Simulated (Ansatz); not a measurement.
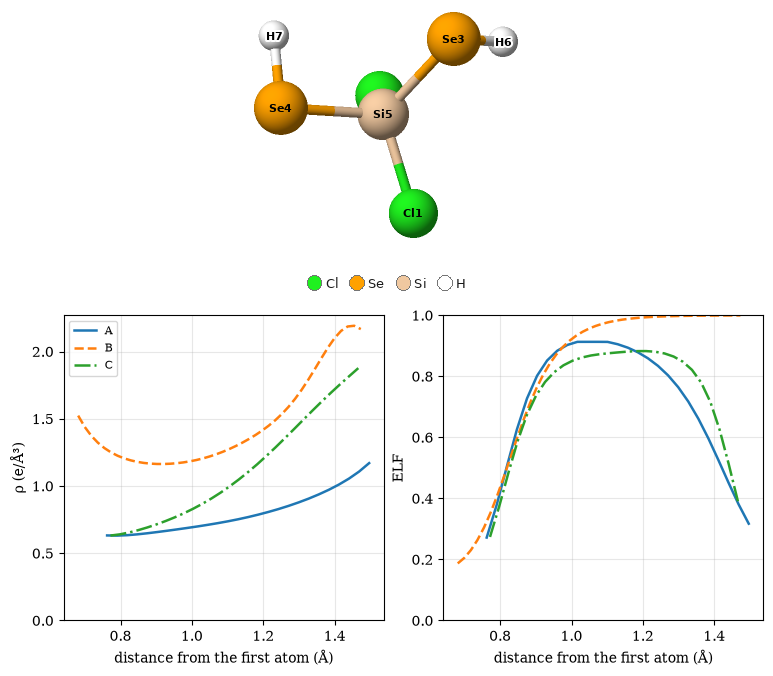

Figure. Cl2H2Se2Si. Electron density and electron localisation function along straight lines between neighbouring atoms. The curves leave out the atomic cores. The structure is drawn too.

Geometry: PBE0-D4/def2-SVP.

These are results of isolated molecule in a Gaussian basis; Kohn-Sham density functional theory, functional PBE0 (Ansatz 0.2.0), not measurements.

The calculation's input:

```
crystal:
  periodic: [false, false, false]
  atoms:
    - {symbol: Cl, position_ang: [-0.491219, 2.076890, -2.095577]}
    - {symbol: Cl, position_ang: [-1.902587, -0.008697, 0.060330]}
    - {symbol: Se, position_ang: [-2.246370, 3.433124, 0.751358]}
    - {symbol: Se, position_ang: [1.063383, 1.856330, 0.949680]}
    - {symbol: Si, position_ang: [-0.933563, 1.803197, -0.104686]}
    - {symbol: H, position_ang: [-3.474115, 2.843577, 0.189913]}
    - {symbol: H, position_ang: [0.432709, 1.629932, 2.261496]}
basis:
  gaussian:
    orbitals: def2-SVPD
hamiltonian:
  xc: {name: PBE0}
output:
  forces: true
  orbitals: {seedname: orbitals}
```

Run with:

```sh
ansatz run input.yaml --threads 2 --pin off --max-ram 6090MiB --events-out events.jsonl --progress --plain --runs-dir runs
```

> Which curve belongs to which contact (Se–H, Si–Cl and Si–Se)? The first atom named is at distance zero.

Curve A: Si–Se (2.26 Å): the density is about 0.75 e/Å³ at the midpoint, with its minimum of 0.63 e/Å³ about 0.8 Å from Si; the ELF peaks at about 0.90 between the atoms (a shared electron pair). Curve B: Se–H (1.47 Å): ρ at the midpoint is about 1.3 e/Å³; the ELF climbs to about 1 towards the hydrogen, as it does in any bond to H. Curve C: Si–Cl (2.06 Å): the density is about 0.87 e/Å³ at the midpoint; the ELF peaks at about 0.90 between the atoms; a polar covalent bond.
